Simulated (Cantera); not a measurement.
A closed system holds: 1 mol S, 0.095 mol O2, 0.24 mol N2, held at 70.0 bar.

Cantera equilibrium calculation (NASA polynomials, part measured and part estimated; ideal gas, pure solids and liquids). Candidate condensed phases: S; 17 gas species. The ideal-gas law is rough above about 30 bar. Gases not in the tables: S3 to S7. Kinetics and transport are ignored.

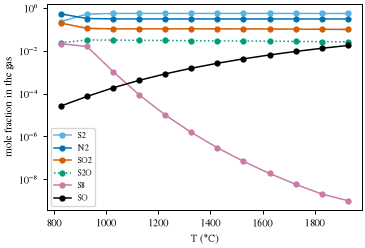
Fig. 1. Equilibrium gas composition (values under 1e-9 drawn at 1e-9)

Question: Read off the mole fractions at 1527 °C.

Answer: S2 about 0.56, N2 about 0.31, SO2 about 0.10, S2O about 0.029, SO about 0.0042, S8 about 6.8e-8.
